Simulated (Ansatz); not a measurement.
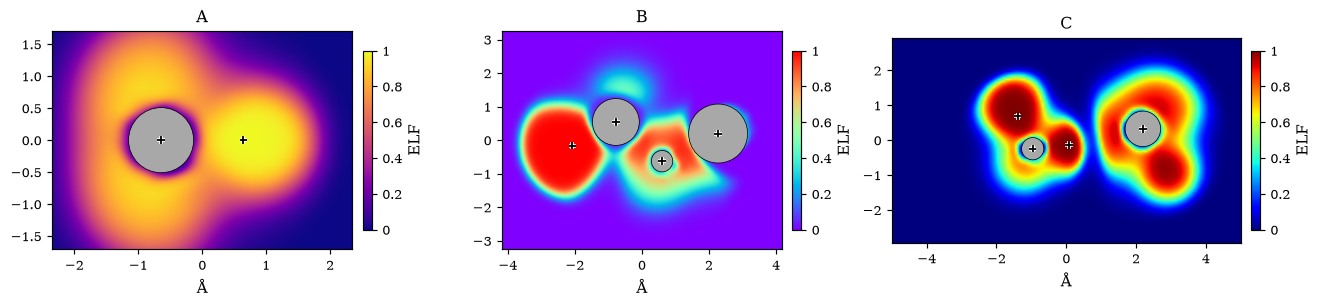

The ELF of 3 systems, each on a plane through atoms (crosses mark nuclei in the plane; grey discs cover the cores).

All numbers below come from RKS PBE0-D4/def2-TZVPPD (Ansatz 0.2.0).

System 1: HCl, a plane that holds the molecular axis. Geometry: PBE0-D4/def2-TZVP.

```
atom    x (Å)    y (Å)   z (Å)
  Cl  -0.2367  -0.2127  2.2174
   H   0.8005   0.3778  2.6952
```

System 2: NH4···HCl (SMILES [NH4+].Cl) (charge +1), the plane of atoms H3, N1 and H5. Geometry: PBE0-D4/def2-TZVP.

```xyz
7

N    -0.1116   -0.0321   -0.9852
H    -0.4692    0.8715   -1.3010
H    -0.0723   -0.0489    0.0575
H     0.8225   -0.1816   -1.3708
H    -0.7331   -0.7740   -1.3132
Cl   -0.2367   -0.2127    2.2174
H     0.8005    0.3778    2.6952
```

System 3: H5LiNSi (charge +1), the plane of atoms Li1, N3 and Si2. Geometry: rigid move from PBE0-D4/def2-TZVP.

```xyz
8

Li   -0.7820   -0.0728   -2.2421
Si   -0.1914    0.4203    0.7290
N     0.2651   -0.4966   -0.7601
H    -0.0332    1.8425    0.3510
H    -1.6128    0.0751    0.9552
H     0.6695    0.0399    1.8668
H     0.2109   -1.4975   -0.5729
H     1.2487   -0.3320   -0.9725
```

Question: Match each panel to its system.

Answer: Panel A is system 1, HCl: the plane holds Cl and H. Cl–H (1.29 Å): the ELF climbs to about 1 towards the hydrogen, as it does in any bond to H. Panel B is system 3, H5LiNSi: the plane holds Li, Si, N and H. Si–N (1.81 Å): the ELF peaks at about 0.95 between the atoms, as expected for a shared but strongly polarised pair. Panel C is system 2, NH4···HCl: the plane holds N, H and Cl. Cl6···H3 (2.17 Å): the ELF dips to about 0.15 between them (a closed-shell contact with the geometry of a hydrogen bond).
